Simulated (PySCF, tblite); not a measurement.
# C4H7FOSi: geometry, infrared bands and NMR shifts

Wanted: the infrared bands and NMR shifts of C4H7FOSi (`C=C1C[C@H]1O[SiH2]F`), by calculation.

The runs use tblite 0.8.0 and PySCF 2.14.0, with density-fitted response routines of our own; the level of theory stands in each step. All values are computed, except where a source is named. Atoms are numbered from 0 throughout.

**1. The starting structure**

14 atoms, charge 0, multiplicity 1; geometry from: force field or distance geometry start.

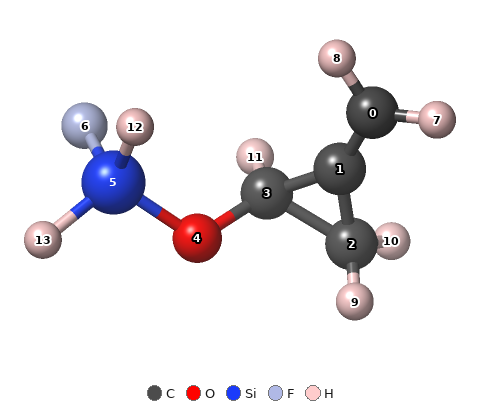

The starting geometry (carbon dark grey, oxygen red, silicon blue, fluorine light blue, hydrogen pink), atoms numbered; sticks join atoms by distance.

**2. Optimising the geometry with GFN2-xTB**

What the job is given:

```
{"job": {"kind": "relax", "xc": "GFN2-xTB", "basis": "xTB"}, "charge": 0, "multiplicity": 1}
C     -1.688300    -0.899900     0.940300
C     -1.212000    -0.024000     0.075300
C     -1.367800     1.219100    -0.528400
C     -0.159900     0.271300    -0.827800
O      1.111800     0.815800    -0.413700
Si     2.380200    -0.241400    -0.245400
F      2.502700    -1.112900    -1.585600
H     -2.614600    -0.691000     1.476200
H     -1.183800    -1.837400     1.141100
H     -1.206300     2.098600     0.079700
H     -2.146000     1.303700    -1.291100
H     -0.204100    -0.267400    -1.769300
H      2.135500    -1.146100     0.917100
H      3.651900     0.511000    -0.040400
```

On the command line:

```bash
> OMP_NUM_THREADS=1 python probes_run.py task.json out
```

This one command runs all jobs of the session in turn.

Output:

```text
step      E/eV     max force
  0    -617.58631    4.844
  1    -617.72477    5.153
  2    -617.90808    0.906
  3    -617.95237    0.442
  4    -617.97741    0.384
  5    -617.99238    0.325
  6    -618.00859    0.324
  7    -618.02841    0.362
  8    -618.04013    0.286
  9    -618.04699    0.180
 10    -618.05252    0.188
 11    -618.05749    0.227
 12    -618.06199    0.203
 13    -618.06581    0.141
 14    -618.06900    0.155
 15    -618.07166    0.123
 16    -618.07358    0.112
 17    -618.07496    0.082
 18    -618.07618    0.091
 19    -618.07732    0.080
 20    -618.07842    0.078
 21    -618.07953    0.093
 22    -618.08061    0.095
 23    -618.08153    0.077
 24    -618.08223    0.065
 25    -618.08280    0.054
 26    -618.08340    0.076
 27    -618.08404    0.076
 28    -618.08457    0.055
 29    -618.08496    0.045
 30    -618.08528    0.053
 31    -618.08556    0.055
 32    -618.08579    0.038
 33    -618.08598    0.039
 34    -618.08617    0.040
 35    -618.08644    0.055
 36    -618.08683    0.069
 37    -618.08733    0.064
 38    -618.08786    0.052
 39    -618.08837    0.054
 40    -618.08886    0.065
 41    -618.08931    0.053
 42    -618.08967    0.044
 43    -618.08993    0.039
 44    -618.09012    0.042
 45    -618.09030    0.034
 46    -618.09047    0.025
 47    -618.09059    0.025
 48    -618.09068    0.022
 49    -618.09075    0.022
 50    -618.09082    0.020
 51    -618.09090    0.020
 52    -618.09096    0.019
 53    -618.09100    0.015
 54    -618.09103    0.016
 55    -618.09105    0.019
 56    -618.09109    0.018
 57    -618.09113    0.017
 58    -618.09118    0.014
 59    -618.09120    0.012
 60    -618.09122    0.012
 61    -618.09125    0.014
 62    -618.09129    0.017
 63    -618.09135    0.022
 64    -618.09143    0.024
 65    -618.09150    0.028
 66    -618.09157    0.026
 67    -618.09166    0.020
 68    -618.09175    0.023
 69    -618.09183    0.020
 70    -618.09189    0.021
 71    -618.09194    0.021
 72    -618.09201    0.020
 73    -618.09211    0.026
 74    -618.09223    0.027
 75    -618.09230    0.016
 76    -618.09232    0.010
```

Run time: 0.69 s. Hardware: 1 thread of Arm Neoverse N1, shared host.

Step by step: (not every step is listed)

| step | energy from step 0 (eV) | largest force (eV/Å) |
| --- | --- | --- |
| 0 | 0.0000 | 4.8444 |
| 1 | -0.1385 | 5.1534 |
| 2 | -0.3218 | 0.9059 |
| 3 | -0.3661 | 0.4425 |
| 4 | -0.3911 | 0.3837 |
| 5 | -0.4061 | 0.3246 |
| 6 | -0.4223 | 0.3243 |
| 7 | -0.4421 | 0.3625 |
| 8 | -0.4538 | 0.2860 |
| 14 | -0.4827 | 0.1549 |
| 20 | -0.4921 | 0.0777 |
| 26 | -0.4971 | 0.0763 |
| 32 | -0.4995 | 0.0377 |
| 38 | -0.5015 | 0.0521 |
| 44 | -0.5038 | 0.0419 |
| 50 | -0.5045 | 0.0201 |
| 56 | -0.5048 | 0.0177 |
| 62 | -0.5050 | 0.0171 |
| 68 | -0.5054 | 0.0232 |
| 71 | -0.5056 | 0.0206 |
| 72 | -0.5057 | 0.0200 |
| 73 | -0.5058 | 0.0262 |
| 74 | -0.5059 | 0.0268 |
| 75 | -0.5060 | 0.0158 |
| 76 | -0.5060 | 0.0096 |

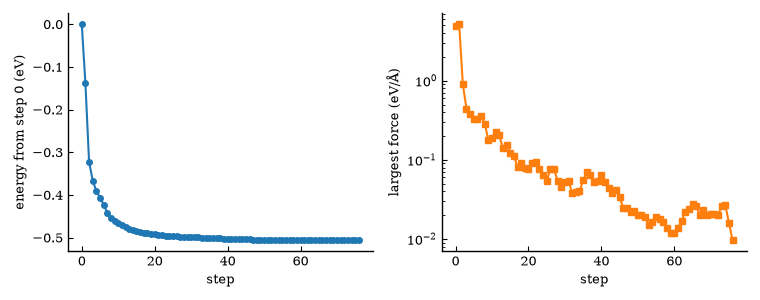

Energy and force, step by step.

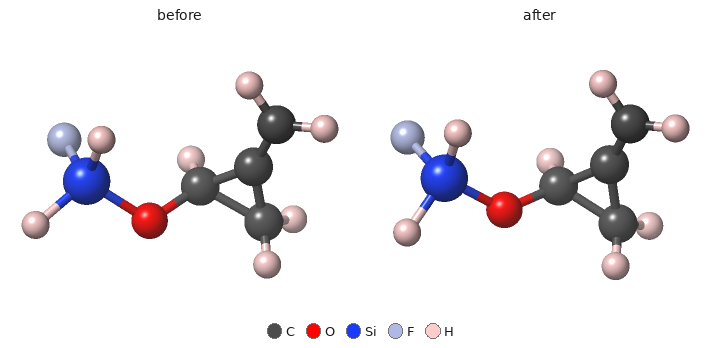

The geometry before (left) and after (right).

Close pairs (by a distance rule), those that changed most:

| bond | before (Å) | after (Å) | change (Å) |
| --- | --- | --- | --- |
| C1–C2 | 1.391 | 1.468 | +0.078 |
| C3–O4 | 1.444 | 1.388 | -0.056 |
| O4–Si5 | 1.660 | 1.607 | -0.053 |
| C1–C3 | 1.418 | 1.468 | +0.050 |
| C2–C3 | 1.564 | 1.515 | -0.049 |
| Si5–H13 | 1.492 | 1.444 | -0.047 |
| Si5–H12 | 1.493 | 1.453 | -0.041 |
| C2–H10 | 1.093 | 1.080 | -0.013 |

The next job starts from the end point, and lists it.

**3. Harmonic vibrations with GFN2-xTB**

What the job is given:

```
{"job": {"kind": "ir", "xc": "GFN2-xTB", "basis": "xTB"}, "charge": 0, "multiplicity": 1}
C     -1.644556    -0.912745     0.986199
C     -1.229095    -0.057299     0.088256
C     -1.339979     1.263609    -0.543395
C     -0.243034     0.296229    -0.939524
O      1.062216     0.604618    -0.581110
Si     2.334577    -0.287872    -0.173706
F      2.783903    -1.197157    -1.426555
H     -2.499407    -0.709312     1.611614
H     -1.154644    -1.862375     1.130400
H     -1.056453     2.124355     0.045509
H     -2.133127     1.456576    -1.251132
H     -0.306434    -0.187706    -1.910378
H      2.088302    -1.265377     0.872317
H      3.337052     0.733983     0.019559
```

Output:

```text
mode    cm-1     km/mol
  1      13.1      0.83
  2      55.6      4.27
  3     102.3      1.62
  4     222.7      6.84
  5     237.8      9.39
  6     316.7      0.50
  7     368.7     16.55
  8     481.1      2.36
  9     555.4    142.30
 10     597.3      3.39
 11     668.5     38.02
 12     715.9     34.07
 13     745.2    109.26
 14     768.5    211.55
 15     815.3    192.50
 16     835.7     54.88
 17     890.5     24.14
 18     936.0      1.81
 19     953.7    106.27
 20     991.8     21.67
 21    1046.8      2.60
 22    1054.4     56.29
 23    1096.2     79.62
 24    1129.7     29.62
 25    1232.7    135.94
 26    1297.5     87.85
 27    1399.4      3.49
 28    1431.0      8.79
 29    1882.2     14.35
 30    2343.4    237.46
 31    2424.4    197.65
 32    2982.0     35.87
 33    3071.3     15.10
 34    3079.6     19.88
 35    3082.0     13.74
 36    3097.5     32.07
```

It took 0.61 s on 1 thread of Arm Neoverse N1, shared host.

The strongest bands and the atoms that carry them (share of the mass-weighted mode):

| cm⁻¹ | km/mol | atoms |
| --- | --- | --- |
| 555 | 142.3 | H13 46 %, H12 25 %, Si5 18 % |
| 745 | 109.3 | H12 58 %, H13 30 % |
| 768 | 211.6 | H13 40 %, H12 32 %, Si5 12 %, F6 12 % |
| 815 | 192.5 | F6 36 %, Si5 29 % |
| 954 | 106.3 | C3 19 %, O4 18 %, Si5 10 % |
| 1233 | 135.9 | H11 42 %, O4 31 %, C3 17 % |
| 2343 | 237.5 | H12 96 % |
| 2424 | 197.7 | H13 96 % |

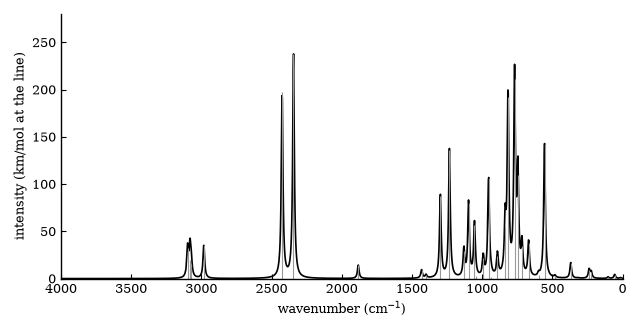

The infrared spectrum from these modes, unscaled. Lines are broadened to a width of 14 cm⁻¹ (Lorentzian).

**4. Nuclear shieldings: PBE0/pcSseg-1**

Same as in step 3 but for these lines:

```diff
@@ -1,2 +1,2 @@
-{"job": {"kind": "ir", "xc": "GFN2-xTB", "basis": "xTB"}, "charge": 0, "multiplicity": 1}
+{"job": {"kind": "nmr", "xc": "PBE0", "basis": "pcSseg-1"}, "charge": 0, "multiplicity": 1}
 C     -1.644556    -0.912745     0.986199
```

Level: GIAO PBE0/pcSseg-1 NMR shielding, non-relativistic, gas phase.

Output:

```text
coarse grid: 12480 points
cycle   1  E = -620.5059284476  dE =  1.071e+00  |g| = 8.066e-01  |ddm| = 3.495e+00
cycle   2  E = -620.3881744107  dE =  1.178e-01  |g| = 1.178e+00  |ddm| = 1.449e+00
cycle   3  E = -620.6184277587  dE = -2.303e-01  |g| = 9.018e-02  |ddm| = 9.202e-01
cycle   4  E = -620.6197913922  dE = -1.364e-03  |g| = 4.316e-02  |ddm| = 1.154e-01
cycle   5  E = -620.6201723558  dE = -3.810e-04  |g| = 1.154e-02  |ddm| = 4.632e-02
cycle   6  E = -620.6201930753  dE = -2.072e-05  |g| = 3.146e-03  |ddm| = 9.947e-03
cycle   7  E = -620.6201948888  dE = -1.814e-06  |g| = 6.105e-04  |ddm| = 2.753e-03
final grid: 117176 points
cycle   8  E = -620.6769963881  dE = -2.356e-05  |g| = 9.718e-03  |ddm| = 2.707e-02
cycle   9  E = -620.6769764851  dE =  1.990e-05  |g| = 1.433e-02  |ddm| = 1.721e-02
cycle  10  E = -620.6770146727  dE = -3.819e-05  |g| = 1.390e-03  |ddm| = 1.066e-02
cycle  11  E = -620.6770150968  dE = -4.241e-07  |g| = 1.232e-04  |ddm| = 1.137e-03
cycle  12  E = -620.6770150982  dE = -1.401e-09  |g| = 9.671e-05  |ddm| = 1.848e-04
cycle  13  E = -620.6770151001  dE = -1.939e-09  |g| = 2.276e-05  |ddm| = 9.187e-05
cycle  14  E = -620.6770151003  dE = -1.125e-10  |g| = 7.201e-06  |ddm| = 2.367e-05
converged SCF energy = -620.6770151003

GIAO shielding tensors (ppm)
atom      isotropic    diamagn.    paramagn.     s11        s22        s33       span
  0 C       72.227     255.638    -183.410    -29.637     77.340    168.979    198.616
  1 C       44.160     263.311    -219.151    -50.106    -10.928    193.515    243.621
  2 C      170.817     255.615     -84.799    142.967    159.629    209.854     66.887
  3 C      136.222     242.443    -106.221     92.073    112.827    203.767    111.694
  4 O      256.421     396.602    -140.181    197.666    246.755    324.841    127.176
  5 Si     377.517     879.290    -501.773    366.254    376.254    390.043     23.789
  6 F      336.090     468.744    -132.654    256.913    356.090    395.267    138.354
  7 H       25.736      28.830      -3.094     23.630     24.018     29.561      5.931
  8 H       25.507      32.323      -6.816     23.228     23.750     29.542      6.314
  9 H       30.296      31.057      -0.761     25.753     27.690     37.446     11.693
 10 H       30.225      30.182       0.043     25.362     26.209     39.105     13.743
 11 H       27.376      29.907      -2.530     21.457     26.892     33.780     12.324
 12 H       26.739      31.122      -4.382     23.032     25.419     31.767      8.735
 13 H       27.163      29.297      -2.134     23.122     25.030     33.336     10.214
```

Wall time 45 s (1 thread of Arm Neoverse N1, shared host); peak memory 0.73 GiB.

The references, computed at this level on geometries of the same kind, shield at (ppm): 1H TMS 31.72, 13C TMS 186.9, 29Si TMS 349.2, 19F CFCl3 170.9, 17O H2O 336.1. Their shielding less the atom's gives the shift. The references are single molecules in the gas phase, so shifts against H2O, NH3, PH3, H3PO4 or CFCl3 are not on the usual liquid scales and can be off by tens of ppm.

| atoms | environment | σ (ppm) | δ (ppm) | δ scaled to CDCl3 |
| --- | --- | --- | --- | --- |
| C1 | fully substituted alkene carbon | 44.2 | 142.8 | 137.4 |
| C0 | terminal =CH2 carbon | 72.2 | 114.7 | 110.0 |
| C3 | three-membered-ring carbon | 136.2 | 50.7 | 47.6 |
| C2 | three-membered-ring carbon | 170.8 | 16.1 | 13.8 |
| H8 | hydrogen on a terminal =CH2 carbon | 25.51 | 6.21 | 5.96 |
| H7 | hydrogen on a terminal =CH2 carbon | 25.74 | 5.98 | 5.74 |
| H12 | hydrogen on a silicon bonded to F, O | 26.74 | 4.98 | – |
| H13 | hydrogen on a silicon bonded to F, O | 27.16 | 4.55 | – |
| H11 | hydrogen on a three-membered-ring carbon | 27.38 | 4.34 | 4.20 |
| H10 | hydrogen on a three-membered-ring carbon | 30.23 | 1.49 | 1.51 |
| H9 | hydrogen on a three-membered-ring carbon | 30.30 | 1.42 | 1.44 |
| O4 | oxygen bonded to C, Si | 256.4 | 79.7 | – |
| Si5 | silicon bonded to F, O, 2 H | 377.5 | -28.4 | – |
| F6 | fluorine bonded to Si | 336.1 | -165.1 | – |

The scaled column applies a straight-line fit of computed shieldings to shifts measured in CDCl3, and one for carbons that bear F (root-mean-square error 0.16 ppm for H, 1.9 ppm for C).

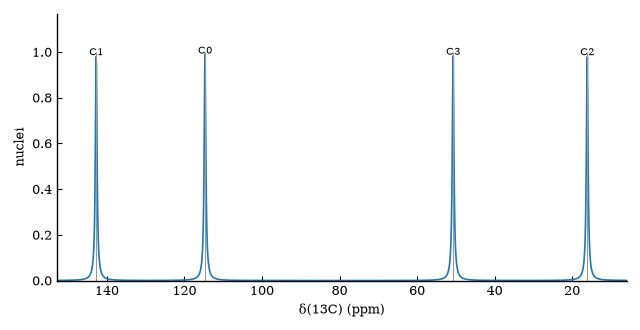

13C lines at the computed shifts, without couplings. Lines are broadened to a width of 0.51 ppm (Lorentzian).

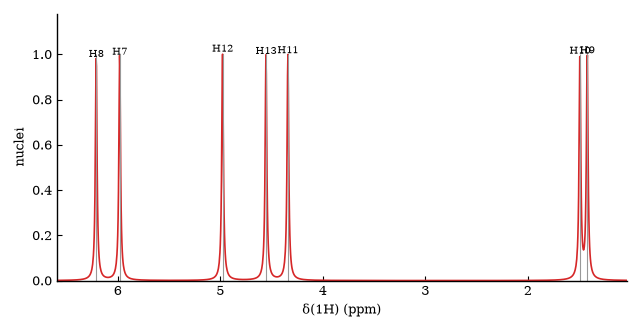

1H lines at the computed shifts, without couplings. Lines are broadened to a width of 0.02 ppm (Lorentzian).

Charges from the same density, by scheme (e):

| atoms | Mulliken | IAO | Hirshfeld | ESP fit |
| --- | --- | --- | --- | --- |
| C0 | -0.10 | -0.32 | -0.10 | -0.56 |
| C1 | -0.26 | -0.02 | -0.01 | 0.19 |
| C2 | -0.15 | -0.31 | -0.09 | -0.41 |
| C3 | 0.12 | 0.06 | 0.04 | 0.05 |
| O4 | -0.60 | -0.63 | -0.21 | -0.39 |
| Si5 | 1.06 | 1.29 | 0.48 | 0.81 |
| F6 | -0.44 | -0.54 | -0.22 | -0.33 |

IAO charges:

C0 -0.32; C1 -0.02; C2 -0.31; C3 0.06; O4 -0.63; Si5 1.29; F6 -0.54; H7 0.16; H8 0.16; H9 0.17; H10 0.16; H11 0.15; H12 -0.17; H13 -0.16

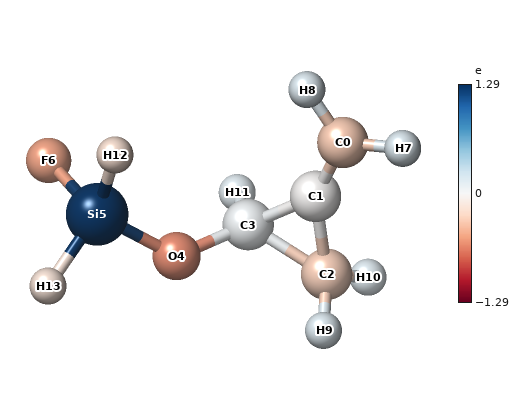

IAO charges, as colours on the atoms.

Mayer bond orders: C0–C1 2.05, C1–C2 0.93, C2–C3 0.96, C3–O4 0.86, O4–Si5 1.03, Si5–F6 0.92, C3–C1 0.90.

Ring of atoms C1, C2, C3: NICS(0) -27.1, NICS(1) -7.6, NICS(1)zz -17.0 ppm (means of both faces; NICS(1) differs between them: -8.8 and -6.3).

The two faces differ (NICS(1)zz -20.4 and -13.6 ppm).

In rings of three or four atoms NICS is ruled by the nearby σ bonds, so it says little on aromaticity.

The fields below are evaluated on a grid from the run's orbitals.

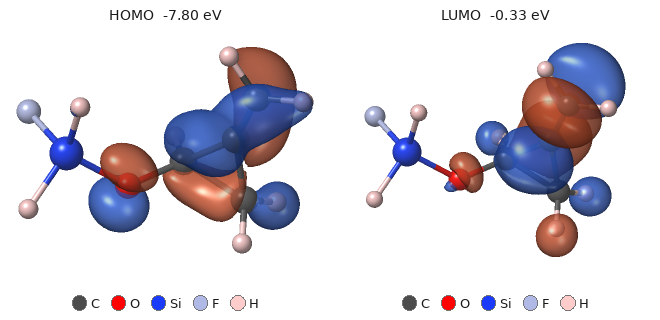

Frontier orbitals at PBE0/pcSseg-1; each surface holds 70 % of the orbital's density, blue and red mark the sign.

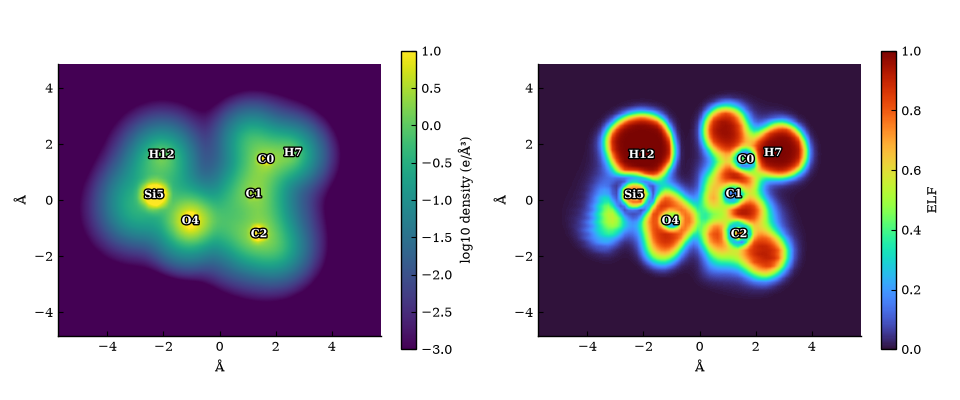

Density (left) and ELF (right) in a plane through or near 7 of the atoms.

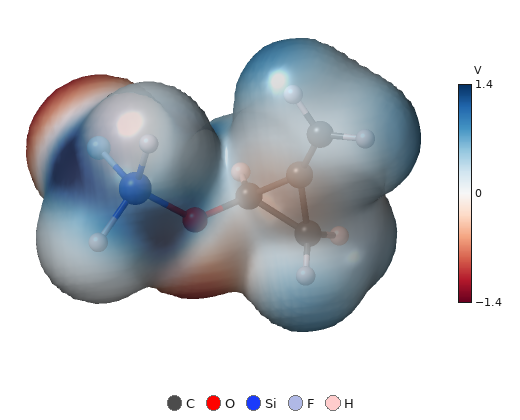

The potential that a unit positive charge feels on the 0.002 e/bohr³ surface, from -1.12 V near F6 to 1.40 V near H12.

**5. Results**

| quantity | value |
| --- | --- |
| strongest single infrared mode (GFN2-xTB) | 2343 cm⁻¹, 237 km/mol |
| zero-point energy (GFN2-xTB) | 61.4 kcal/mol |
| 13C shifts against TMS (PBE0/pcSseg-1) | 142.8, 114.7, 50.7, 16.1 ppm |
| 1H shifts against TMS (PBE0/pcSseg-1) | 6.21, 5.98, 4.98, 4.55, 4.34, 1.49, 1.42 ppm |
| 17O shifts against H2O (PBE0/pcSseg-1) | 79.7 ppm |
| 29Si shifts against TMS (PBE0/pcSseg-1) | -28.4 ppm |
| 19F shifts against CFCl3 (PBE0/pcSseg-1) | -165.1 ppm |
| surface potential, least and greatest | -1.12 V and 1.40 V |

In words: The optimisation took 76 steps and gained 0.506 eV; among the close pairs (by a distance rule), C1–C2 changed most, from 1.391 to 1.468 Å. No mode is imaginary among the 36: a minimum at this level. The strongest single mode, at 2343 cm⁻¹, moves mainly H12. GFN2-xTB is a fitted tight-binding method: band positions and strengths are rough. Its intensities can rank the bands wrongly. C1 (fully substituted alkene carbon) lies farthest downfield among carbon, at 142.8 ppm; the olefinic region. At PBE0/pcSseg-1: The widest tensor belongs to C1: span 244 ppm, with a paramagnetic part of -219 ppm. At PBE0/pcSseg-1, counted by nearest atom on the grid, the HOMO lies on C0, C1 about 24 % each; O4 19 %, the LUMO on C0, C1 about 27 % each; H7, H8 about 8 % each.
